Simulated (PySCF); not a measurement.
Consider CsRb.

| atom | x (Å) | y (Å) | z (Å) |
| --- | --- | --- | --- |
| Cs | 0.0000 | 0.0000 | -1.7667 |
| Rb | 0.0000 | 0.0000 | 2.7653 |

Core potentials replace the inner electrons of Cs and Rb.

Method: PySCF, PBE0/def2-SVPD, non-relativistic Hamiltonian with scalar-relativistic core potentials where named, at a bond length of 4.532 Å.

### Predict the electron density and electron localisation function between the atoms.

Cs–Rb (4.53 Å): ρ is about 0.03 e/Å³ halfway; the ELF is about 0.25 at the midpoint.

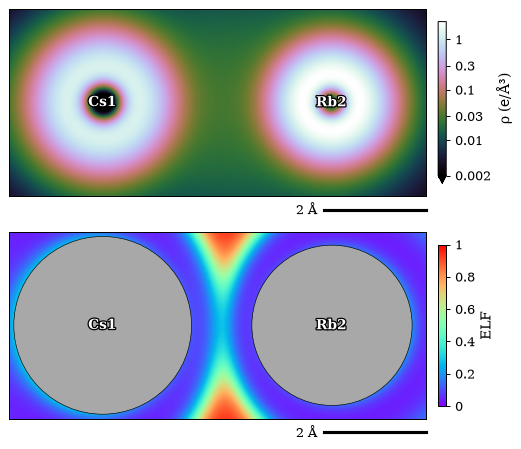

Computed electron density and electron localisation function on a plane that holds the molecular axis, in this order. Grey discs cover the atomic cores in the ELF map. 
